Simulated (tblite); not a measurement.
## Run report: C3H11NSi2, geometry relaxation (part 2 of 2)

Continued. System: C3H11NSi2. Method: GFN2-xTB geometry optimisation, gas phase (tblite 0.8.0). It belongs to a series of runs on one base structure; here: C replaced by Si.

Geometry of the input (Å):
```
C  -3.1106  -0.2706  -0.5188
C  -1.7051  0.2122  -0.6280
N  -0.7571  -0.4071  0.0314
Si 0.8545  0.2272  -0.1578
C  1.1257  1.3319  1.3062
Si 2.4785  -1.4279  -0.1766
H  -3.7356  0.5473  -0.1286
H  -3.1905  -1.1343  0.1413
H  -3.4712  -0.5295  -1.5169
H  -1.5369  1.0889  -1.2614
H  0.8960  1.0078  -1.4106
H  0.3731  2.1274  1.3298
H  1.0586  0.7879  2.2549
H  2.1150  1.8105  1.2527
H  3.8248  -0.7925  -0.3086
H  2.4766  -2.2147  1.1013
H  2.2973  -2.3523  -1.3204
```

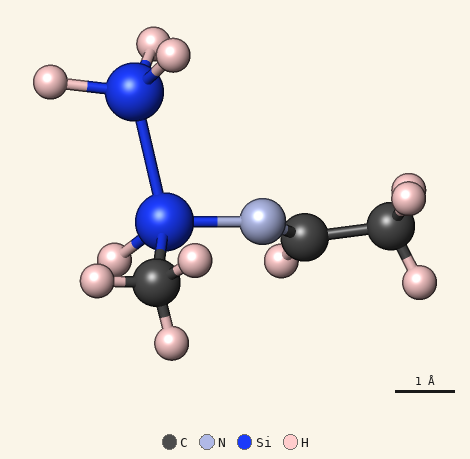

Figure 1. The geometry at step 87 of the log (ball-and-stick view, seen at a tilt).

Trajectory as extended XYZ, continued:
```
17
Properties=species:S:1:pos:R:3:forces:R:3 step=61 energy=-500.42375
C    -2.9964   -0.4365   -0.4558    0.0040   0.0230  -0.0130
C    -1.6868    0.1650   -0.8365   -0.0040   0.0030  -0.0100
N    -0.6560   -0.0195   -0.1535    0.0370  -0.0080   0.0410
Si    0.9765    0.5046   -0.2086    0.0240   0.0350   0.0830
C     1.1764    1.4498    1.4342    0.0010   0.0050  -0.0050
Si    2.2286   -1.4297   -0.2498    0.0330  -0.0110   0.0110
H    -3.6532    0.3632   -0.1122   -0.0470  -0.0360  -0.0260
H    -2.8662   -1.1590    0.3454    0.0200   0.0310  -0.0030
H    -3.4647   -0.9150   -1.3138    0.0030   0.0230  -0.0090
H    -1.6980    0.7951   -1.7381   -0.0560  -0.0370   0.0120
H     1.3042    1.4652   -1.2845    0.0050   0.0170  -0.0490
H     0.5145    2.3113    1.4849    0.0390  -0.0330   0.0040
H     0.9488    0.8106    2.2835    0.0160   0.0290  -0.0410
H     2.1967    1.8074    1.5486   -0.0460  -0.0230   0.0040
H     3.6634   -1.1458   -0.3670   -0.0010   0.0300   0.0060
H     2.0822   -2.2198    0.9736    0.0090  -0.0400   0.0270
H     1.9231   -2.3348   -1.3602   -0.0350  -0.0080  -0.0340
17
Properties=species:S:1:pos:R:3:forces:R:3 step=69 energy=-500.42975
C    -2.9882   -0.4592   -0.4698    0.0090   0.0090   0.0140
C    -1.6751    0.1524   -0.8213    0.0090   0.0020  -0.0220
N    -0.6590    0.0037   -0.1060   -0.0310   0.0150   0.0150
Si    0.9776    0.5223   -0.1652   -0.0250   0.0110   0.0390
C     1.2001    1.4869    1.4640    0.0090  -0.0190  -0.0200
Si    2.2018   -1.4340   -0.2625   -0.0010   0.0160   0.0070
H    -3.6945    0.3317   -0.2162    0.0070  -0.0030  -0.0030
H    -2.8721   -1.1230    0.3820   -0.0300  -0.0130   0.0020
H    -3.3987   -1.0039   -1.3195    0.0540   0.0030   0.0200
H    -1.6745    0.7479   -1.7451   -0.0050   0.0050  -0.0070
H     1.2917    1.4615   -1.2670    0.0120   0.0190  -0.0020
H     0.5788    2.3794    1.4950    0.0380  -0.0480  -0.0120
H     0.9372    0.8751    2.3229    0.0060   0.0110  -0.0440
H     2.2347    1.7981    1.5830   -0.0370  -0.0070  -0.0020
H     3.6396   -1.1687   -0.4095   -0.0420   0.0020   0.0230
H     2.0566   -2.2761    0.9280    0.0290  -0.0010   0.0020
H     1.8370   -2.2820   -1.4026   -0.0010   0.0000  -0.0090
17
Properties=species:S:1:pos:R:3:forces:R:3 step=78 energy=-500.43234
C    -2.9809   -0.4727   -0.4732    0.0070   0.0040   0.0070
C    -1.6714    0.1510   -0.8141   -0.0070  -0.0030  -0.0140
N    -0.6678    0.0350   -0.0761    0.0060  -0.0030  -0.0050
Si    0.9731    0.5357   -0.1478   -0.0080   0.0080   0.0060
C     1.2169    1.4982    1.4744    0.0030  -0.0050  -0.0100
Si    2.1732   -1.4332   -0.2680    0.0190   0.0110   0.0010
H    -3.7125    0.3098   -0.2742   -0.0120   0.0020  -0.0170
H    -2.8827   -1.1033    0.4053    0.0030  -0.0030   0.0160
H    -3.3432   -1.0610   -1.3145   -0.0030  -0.0030  -0.0030
H    -1.6618    0.7193   -1.7553   -0.0020   0.0020   0.0090
H     1.2959    1.4728   -1.2497    0.0040   0.0050  -0.0070
H     0.6196    2.4057    1.4912    0.0100  -0.0120   0.0160
H     0.9300    0.8986    2.3330    0.0070   0.0080  -0.0100
H     2.2568    1.7850    1.5989   -0.0050  -0.0120   0.0030
H     3.6106   -1.1758   -0.4198   -0.0170   0.0090   0.0030
H     2.0507   -2.3036    0.9037   -0.0080   0.0040   0.0110
H     1.7864   -2.2495   -1.4236    0.0030  -0.0130  -0.0080
17
Properties=species:S:1:pos:R:3:forces:R:3 step=87 energy=-500.43367
C    -2.9759   -0.4839   -0.4731   -0.0030   0.0090   0.0050
C    -1.6724    0.1494   -0.8193   -0.0180   0.0170  -0.0120
N    -0.6698    0.0539   -0.0774    0.0200   0.0020   0.0070
Si    0.9703    0.5534   -0.1526   -0.0020   0.0190   0.0080
C     1.2307    1.4967    1.4780   -0.0070  -0.0110   0.0090
Si    2.1513   -1.4261   -0.2725    0.0200   0.0240   0.0040
H    -3.7261    0.2921   -0.3195    0.0030  -0.0170  -0.0150
H    -2.8789   -1.0768    0.4317   -0.0030   0.0050   0.0030
H    -3.3125   -1.1140   -1.2951    0.0000   0.0050   0.0040
H    -1.6646    0.7084   -1.7656   -0.0160  -0.0040  -0.0060
H     1.3104    1.4934   -1.2478   -0.0180  -0.0040   0.0020
H     0.6525    2.4159    1.5143    0.0230  -0.0030  -0.0210
H     0.9293    0.8917    2.3271    0.0100  -0.0180   0.0130
H     2.2775    1.7551    1.6081   -0.0170   0.0040  -0.0020
H     3.5875   -1.1623   -0.4202   -0.0020  -0.0150   0.0040
H     2.0183   -2.2917    0.9016    0.0030   0.0000   0.0060
H     1.7654   -2.2433   -1.4275    0.0060  -0.0140  -0.0100
17
Properties=species:S:1:pos:R:3:forces:R:3 step=95 energy=-500.43486
C    -2.9823   -0.4834   -0.4740   -0.0180   0.0090   0.0000
C    -1.6826    0.1575   -0.8198   -0.0230   0.0130  -0.0040
N    -0.6771    0.0618   -0.0821    0.0130  -0.0140   0.0200
Si    0.9643    0.5553   -0.1565   -0.0070   0.0150  -0.0040
C     1.2405    1.4834    1.4800    0.0100   0.0040  -0.0080
Si    2.1546   -1.4182   -0.2734    0.0060   0.0040   0.0080
H    -3.7475    0.2844   -0.3589    0.0050  -0.0150  -0.0060
H    -2.8942   -1.0501    0.4486    0.0040   0.0080  -0.0120
H    -3.2933   -1.1411   -1.2850   -0.0030  -0.0010   0.0140
H    -1.6836    0.7193   -1.7645    0.0080  -0.0020  -0.0060
H     1.2953    1.4977   -1.2511   -0.0020   0.0080   0.0000
H     0.6776    2.4117    1.5205   -0.0110  -0.0230   0.0130
H     0.9415    0.8744    2.3279   -0.0100   0.0200  -0.0090
H     2.2901    1.7316    1.6045    0.0120  -0.0080  -0.0020
H     3.5897   -1.1457   -0.4118    0.0020  -0.0160   0.0030
H     2.0155   -2.2742    0.9073    0.0120  -0.0030   0.0070
H     1.7846   -2.2523   -1.4216    0.0030   0.0000  -0.0120
17
Properties=species:S:1:pos:R:3:forces:R:3 step=104 energy=-500.43536
C    -2.9867   -0.4832   -0.4770    0.0020   0.0010   0.0020
C    -1.6866    0.1605   -0.8162    0.0000   0.0000   0.0010
N    -0.6834    0.0636   -0.0743    0.0030  -0.0030  -0.0010
Si    0.9585    0.5577   -0.1558   -0.0010   0.0040   0.0010
C     1.2488    1.4809    1.4808   -0.0020  -0.0010   0.0000
Si    2.1543   -1.4142   -0.2745    0.0030  -0.0010   0.0020
H    -3.7634    0.2759   -0.3934    0.0020   0.0050   0.0000
H    -2.9060   -1.0286    0.4587   -0.0020   0.0020   0.0060
H    -3.2766   -1.1648   -1.2757    0.0000  -0.0030  -0.0030
H    -1.6812    0.7204   -1.7620   -0.0030  -0.0010  -0.0030
H     1.2789    1.5041   -1.2503    0.0020   0.0000   0.0000
H     0.6942    2.4136    1.5267   -0.0020  -0.0030   0.0000
H     0.9436    0.8746    2.3279   -0.0020   0.0010   0.0010
H     2.3017    1.7165    1.6038   -0.0010  -0.0020  -0.0030
H     3.5909   -1.1480   -0.4101    0.0010   0.0010   0.0000
H     2.0182   -2.2702    0.9070    0.0010  -0.0020  -0.0010
H     1.7878   -2.2469   -1.4256   -0.0010   0.0030   0.0000
```

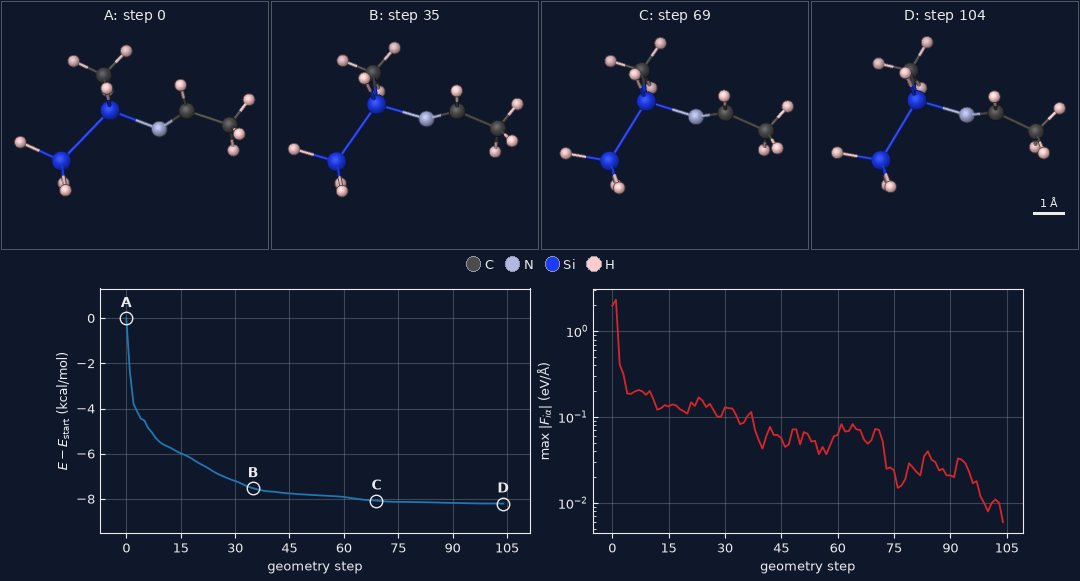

Figure 2. Frames of the relaxation (ball-and-stick view, seen at a tilt) above the curves, on which the letters mark them (steps are counted from 0).

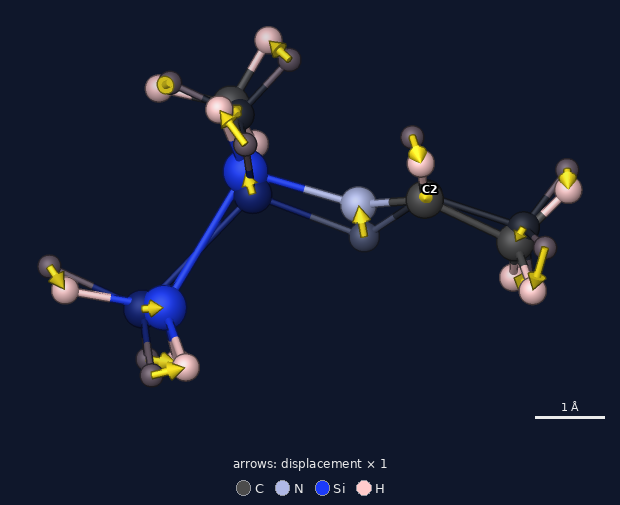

Figure 3. Start (faint) and end (solid) with the displacements as yellow arrows, at true length (ball-and-stick view, seen at a tilt). The two geometries are laid on each other by the best rigid fit. Over 104 geometry steps the energy falls by 8.21 kcal/mol. The largest force component goes from 2 to 0.006 eV/Å. H9 moves most after the best rigid fit: 0.71 Å. Largest moves by element: H 0.71 Å, N 0.49 Å, Si 0.35 Å, C 0.26 Å. Among the contacts that change: C2–N3 1.310 → 1.251 Å, Si4–C5 1.854 → 1.901 Å, Si6–H16 1.501 → 1.465 Å, Si6–H15 1.495 → 1.467 Å. Among the angles that change: C2–N3–Si4 116.3° → 135.8°, N3–Si4–Si6 112.9° → 104.6°, N3–Si4–H11 108.1° → 115.2°. (Atoms are counted from 1 in the order of the input.)
